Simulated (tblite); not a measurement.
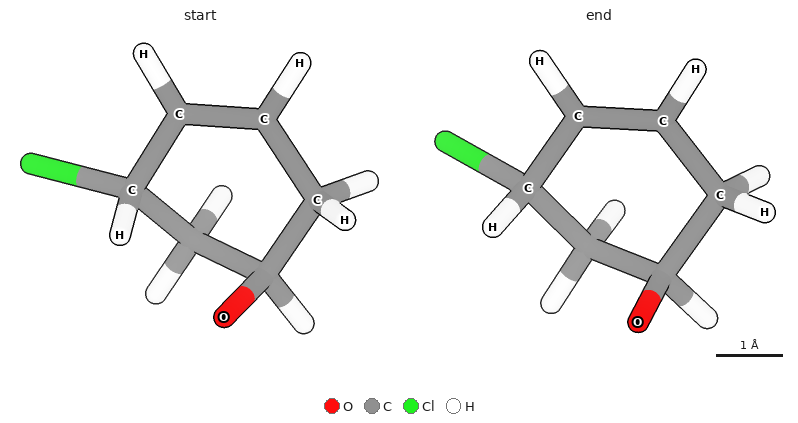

The structure of C₆H₈ClO (multiplicity 2) before (left) and after (right) a relaxation, at one scale.

A stick model, seen at a tilt.

These are results of GFN2-xTB geometry optimisation, gas phase in tblite, not measurements. 

Q: Summarise the run.

A: The atom that moves furthest after the best rigid fit is the Cl atom (0.55 Å). Largest moves by element: Cl 0.55 Å, H 0.45 Å, O 0.25 Å, C 0.14 Å. Among the contacts that change: C–O 1.403 → 1.308 Å, C–C 1.485 → 1.568 Å, C–H 1.121 → 1.091 Å, C–Cl 1.768 → 1.794 Å. Bond angles that change, for instance: C–C–H 114.7° → 103.2°, O–C–C 106.8° → 115.8°, C–C–C 114.8° → 109.3°. After 62 geometry steps the energy has fallen by 36.9 kJ/mol. Cost: 0.46 s on 1 thread of Arm Neoverse V1 (shared host).
